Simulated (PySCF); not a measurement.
C₂H₈ClNOSi₂ (SMILES CC(=O)N[SiH2][SiH2]Cl)

Input file:

```
{"job": {"kind": "nmr", "xc": "PBE0", "basis": "pcSseg-1", "pop": false}, "charge": 0, "multiplicity": 1}
C      2.464000     0.324700     0.530900
C      0.975800     0.213100     0.307800
O      0.178300     0.847900     0.985600
N      0.577200    -0.614300    -0.666700
Si    -1.139600    -0.850500    -1.055700
Si    -2.139300     0.548000     0.489500
Cl    -4.172800     0.312600     0.087900
H      2.658900     1.016500     1.345200
H      2.947000     0.685700    -0.375100
H      2.874700    -0.652600     0.777200
H      1.307200    -1.090700    -1.171800
H     -1.175100    -0.540400    -2.493000
H     -1.284100    -2.310100    -0.952200
H     -2.088500     0.133300     1.888000
H     -1.988100     1.984800     0.280300
```

Launched as:

```sh
OMP_NUM_THREADS=1 python probes_run.py task.json out
```

Geometry: GFN2-xTB, NEB image 0 of 0 to 8.

Level of theory: PBE0/pcSseg-1, SCF density, gas phase, non-relativistic (PySCF).

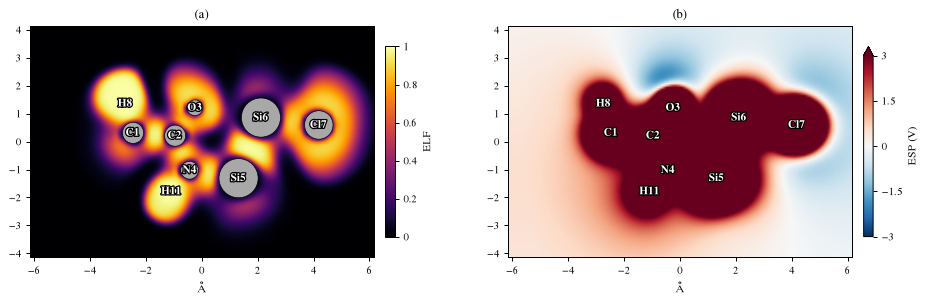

Figure 1. (a) electron localisation function; (b) molecular electrostatic potential on the plane of atoms C2, N4 and H11. Grey discs cover the atomic cores in the ELF map.

### Read the bonding off the picture.

- The plane passes through C, O, N, Si, Cl and H nuclei.
- C–O (1.22 Å): the ELF peaks at about 0.85 between the atoms: a short, multiple covalent bond.
- C–N (1.34 Å): the ELF peaks at about 0.90 between the atoms; localised, covalent bonding.
- C–C (1.51 Å): the ELF peaks at about 0.95 between the atoms (localised, covalent bonding).
- Si–N (1.78 Å): the ELF peaks at about 0.95 between the atoms, as expected for a shared but strongly polarised pair.
- Si–Cl (2.09 Å): the ELF peaks at about 0.90 between the atoms (a shared but strongly polarised pair).
- The ELF also peaks beside Cl7 and O3, away from the bonds: lone-pair regions.
- Outside the dense part of the molecule the potential is most negative (−1.9 V) near O3.

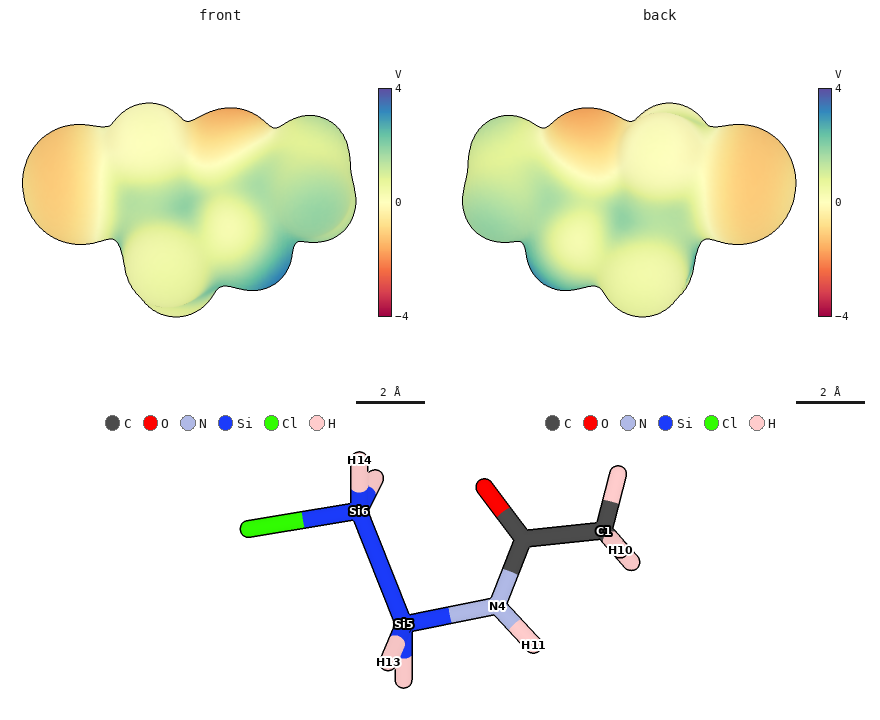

Figure 2. The electrostatic potential painted on the density surface at 0.004 e/bohr³, seen from the front and from behind; red is negative and blue positive. The bare structure is drawn below in the same view.

### Describe the electrostatic potential map.

The most negative region (about −1.6 V) lies over O3, the most positive (about +3.1 V) over H11. O3 is the likeliest acceptor of a hydrogen bond.

### How polar is the molecule by this calculation?

Its dipole moment is 6.25 D.
